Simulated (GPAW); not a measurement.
Consider InP (F-43m).

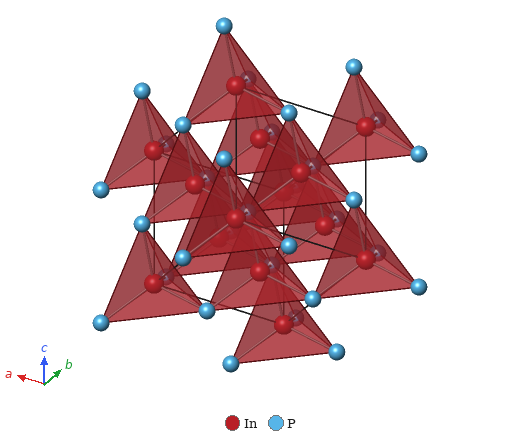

The structure (indium red, phosphorus blue). Some periodic images of atoms are drawn too.

```xyz
2
Lattice="0.0000 2.9305 2.9305 2.9305 0.0000 2.9305 2.9305 2.9305 0.0000" Properties=species:S:1:pos:R:3 pbc="T T T"
In    0.0000    0.0000    0.0000
P     4.3957    4.3957    4.3957
```

Absorber: atom 1, with 4 P at 2.54 Å (tetrahedral, site symmetry -43m). Method: GPAW, PBE, full core hole (charged cell), 8-atom cell with 5.9 Å between holes, 4×4×4 k points, dipole transitions, Gaussian full width 7.91 eV.

The database entry behind the starting cell differs from later determinations by our own check (0.1 to 0.3 % short, probably kX units), so it need not match the best structure at ambient conditions.

**Question.** Where do the maxima of the In K edge fall?

Main maxima up to 28 eV above the zero (height): 6.2 eV (1.17) and 25.0 eV (0.97). A K edge sees empty p states on the absorber. 

The In K spectrum (energy from the lowest empty level; intensity scaled to a mean of 1 over the first 20 eV):

| E (eV) | intensity |
| --- | --- |
| -2.0 | 0.24 |
| -0.5 | 0.44 |
| 1.0 | 0.68 |
| 2.5 | 0.92 |
| 4.0 | 1.09 |
| 5.5 | 1.17 |
| 7.0 | 1.17 |
| 8.5 | 1.13 |
| 10.0 | 1.10 |
| 11.5 | 1.07 |
| 13.0 | 1.03 |
| 14.5 | 0.99 |
| 16.0 | 0.94 |
| 17.5 | 0.90 |
| 19.0 | 0.88 |
| 20.5 | 0.89 |
| 22.0 | 0.92 |
| 23.5 | 0.96 |
| 25.0 | 0.97 |
| 26.5 | 0.95 |
| 28.0 | 0.90 |
| 29.5 | 0.83 |
| 31.0 | 0.77 |

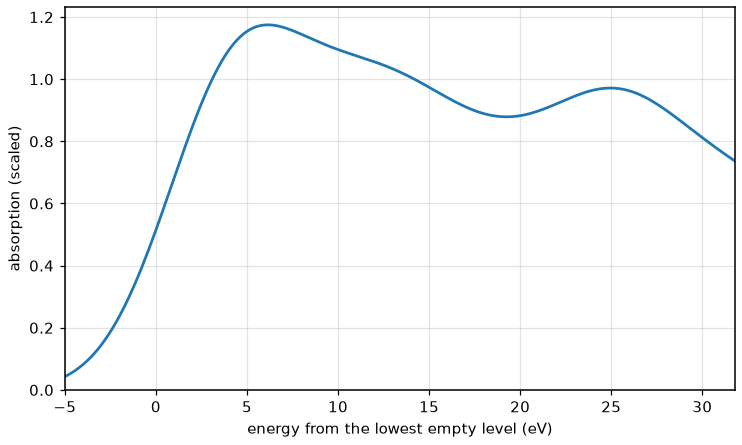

The In K edge.

The script folds with a Gaussian, whereas the core hole's own line is a Lorentzian, so the onset is too steep and the first peak too high. The holes are only 5.9 Å apart, so the shape is probably not converged with cell size; no larger cell was run here. The structure is a published determination, not relaxed.

[Banner, clock and machine lines of the logs are left out without a mark of their own.]

[Logs are printed without paths, hosts, clocks, repeated set-up lines and the standing remarks that a program may print on its own settings, such as how far it seeks lower states.]

[Hosts, paths, dates, database ids (printed as entryN), source tags and the programs' standing remarks are cut or masked in the printed files.]

[Lists of maxima count a maximum above −3 eV only where it reaches 4 % of the highest in the window and stands out from its surroundings by 2 % of it (1.5 % where it reaches 55 %); shoulders and weaker maxima are passed over, and of the rest the first, up to two pre-edge ones and the few strongest are named.]
